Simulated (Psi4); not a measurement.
**HF/def2-TZVP (sweep point 3) run of SiH3Br (SMILES [SiH3]Br)**

Aim: the vertical singlet–triplet gap of SiH3Br at HF/def2-TZVP (sweep point 3), from 2 runs. 

Program for the calculation: Psi4 1.11.

4 further runs of the same task are left out: 4 set aside as unsound or not needed.

### 1 The structure to begin with

SiH3Br: 5 atoms, total charge 0, spin state singlet. As SMILES, `[SiH3]Br`. The shape is that of a PBE0-D4/def2-TZVP optimisation.

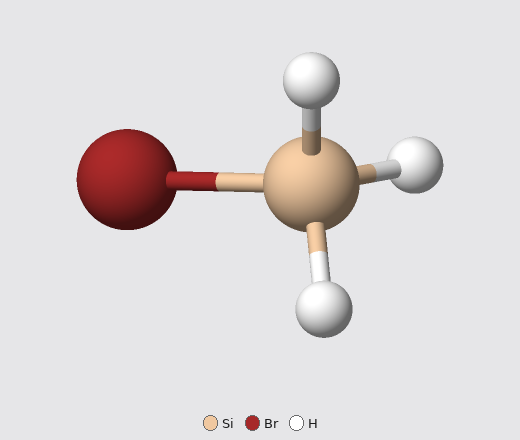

The structure, seen from a chosen angle (silicon light orange, bromine red, hydrogen white).

### 2 The energy at HF/def2-TZVP (sweep point 3)

The input, calc.dat:

```
memory 1600 mb

molecule mol {
  0 1
  Si    -0.27858343     0.10601364    -0.08167396
  Br     3.50170030    -1.33250258     1.02659372
  H     -2.01170795    -0.19874250     2.09353309
  H     -1.18211818    -1.38205120    -2.27196103
  H     -0.02930965     2.80730154    -0.76649181
  units bohr
  symmetry c1
}

set basis def2-TZVP
set puream true
set scf_type pk
set d_convergence 0.0001
set e_convergence 0.0001

energy("hf")
```

Started as:

```bash
$ psi4 -n 1 calc.dat calc.out
```

calc.out, cut to the lines that bear on the results:

```text
[...]
  Running in c1 symmetry.
[...]
  Nuclear repulsion =  150.830234156894988
[...]
  Multiplicity = 1
[...]
  Nalpha       = 26
  Nbeta        = 26
[...]
    Number of basis functions: 103
[...]
   @RHF iter   1: -2862.92329995960199   -1.85598e+00   1.17236e-02 DIIS/ADIIS
[...]
   @RHF iter   5: -2863.14886760724312   -6.81518e-05   1.73524e-05 DIIS
[...]
    Orbital Energies [Eh]
    ---------------------
    Doubly Occupied:
       1A   -490.014924     2A    -68.820486     3A    -65.157966
       4A    -58.512748     5A    -58.512008     6A    -58.512008
       7A     -9.831718     8A     -7.442235     9A     -7.438093
      10A     -7.438093    11A     -6.167359    12A     -4.274173
      13A     -4.273131    14A     -4.273131    15A     -3.184009
      16A     -3.181865    17A     -3.181865    18A     -3.176841
      19A     -3.176841    20A     -1.016628    21A     -0.726583
      22A     -0.519984    23A     -0.519982    24A     -0.492607
      25A     -0.419546    26A     -0.419546
[...]
  @RHF Final Energy: -2863.14886760724312
   => Energetics <=
    Nuclear Repulsion Energy =            150.8302341568949885
    One-Electron Energy =               -4286.5855656759322301
    Two-Electron Energy =                1272.6064639117942079
    Total Energy =                      -2863.1488676072431190
[...]
 Multipole Moments:
 ------------------------------------------------------------------------------------
     Multipole            Electronic (a.u.)      Nuclear  (a.u.)        Total (a.u.)
 ------------------------------------------------------------------------------------
 L = 1.  Multiply by 2.5417464519 to convert [e a0] to [Debye]
 Dipole X            :          9.5369622          -10.0739417           -0.5369795
 Dipole Y            :         -3.6291063            3.8334458            0.2043395
 Dipole Z            :          2.7959447           -2.9533757           -0.1574309
 Magnitude           :                                                    0.5957232
[...]
```

Wall time 5.7 s (1 thread of Intel Xeon at 2.70GHz, shared host); peak memory 0.45 GiB.

### 3 The triplet at the same level

The input, calc.in:

```
memory 1600 MB

molecule system {
  0 3
  Si    -0.27858343     0.10601364    -0.08167396
  Br     3.50170030    -1.33250258     1.02659372
  H     -2.01170795    -0.19874250     2.09353309
  H     -1.18211818    -1.38205120    -2.27196103
  H     -0.02930965     2.80730154    -0.76649181
  units au
  symmetry c1
}

set {
  basis         def2-TZVP
  reference     uhf
  puream        true
  scf_type      pk
  d_convergence 0.0001
  e_convergence 0.0001
  maxiter       100
}

energy("hf")
```

Started as:

```bash
$ psi4 calc.in calc.out -n 1
```

calc.out, cut to the lines that bear on the results:

```text
[...]
  Running in c1 symmetry.
[...]
  Nuclear repulsion =  150.830234156894988
[...]
  Multiplicity = 3
[...]
  Nalpha       = 27
  Nbeta        = 25
[...]
    Number of basis functions: 103
[...]
   @UHF iter   1: -2862.64353325750244   -1.57621e+00   1.15770e-02 ADIIS/DIIS
[...]
   @UHF iter   9: -2862.90057105551750   -6.52643e-05   2.03140e-05 DIIS
[...]
   @S^2 Observed:                2.017007140E+00
[...]
    Orbital Energies [Eh]
    ---------------------
    Alpha Occupied:
       1A   -490.118926     2A    -68.751352     3A    -65.260961
       4A    -58.620085     5A    -58.614285     6A    -58.612692
       7A     -9.939670     8A     -7.560934     9A     -7.541632
      10A     -7.537762    11A     -6.108710    12A     -4.220704
      13A     -4.210705    14A     -4.210549    15A     -3.295020
      16A     -3.290796    17A     -3.287688    18A     -3.275582
      19A     -3.274809    20A     -1.146291    21A     -0.738179
      22A     -0.598895    23A     -0.562318    24A     -0.539050
      25A     -0.472986    26A     -0.457304    27A     -0.145933
    Alpha Virtual:
[...]
  @UHF Final Energy: -2862.90057105551750
   => Energetics <=
    Nuclear Repulsion Energy =            150.8302341568949885
    One-Electron Energy =               -4283.8143024540777333
    Two-Electron Energy =                1270.0834972416650999
    Total Energy =                      -2862.9005710555175028
  UHF NO Occupations:
  HONO-2 :   25  A 1.9957477
  HONO-1 :   26  A 1.0000000
[...]
 Multipole Moments:
 ------------------------------------------------------------------------------------
     Multipole            Electronic (a.u.)      Nuclear  (a.u.)        Total (a.u.)
 ------------------------------------------------------------------------------------
 L = 1.  Multiply by 2.5417464519 to convert [e a0] to [Debye]
 Dipole X            :         11.1462251          -10.0739417            1.0722835
 Dipole Y            :         -4.2520754            3.8334458           -0.4186296
 Dipole Z            :          3.2818323           -2.9533757            0.3284566
 Magnitude           :                                                    1.1970490
[...]
```

Wall time 6 s (1 thread of Intel Xeon at 2.70GHz, shared host); peak memory 0.45 GiB.

### 4 Results

Level: HF/def2-TZVP (sweep point 3).

| quantity | value |
| --- | --- |
| singlet: total energy | -2863.14887 Eh |
| singlet: dipole moment | 1.51 D |
| singlet: HOMO energy | -11.42 eV |
| singlet: LUMO energy | 2.84 eV |
| singlet: HOMO–LUMO gap | 14.26 eV |
| triplet: total energy | -2862.90057 Eh |
| triplet: dipole moment | 3.04 D |
| triplet: HOMO energy (highest over α and β) | -3.97 eV |
| triplet: LUMO energy (lowest over α and β) | -2.77 eV |
| triplet: ⟨S²⟩ | 2.017 |
| vertical energy of the triplet above the singlet | 6.756 eV |

**Reading.** At this shape the triplet lies 6.76 eV (652 kJ/mol) above the singlet.
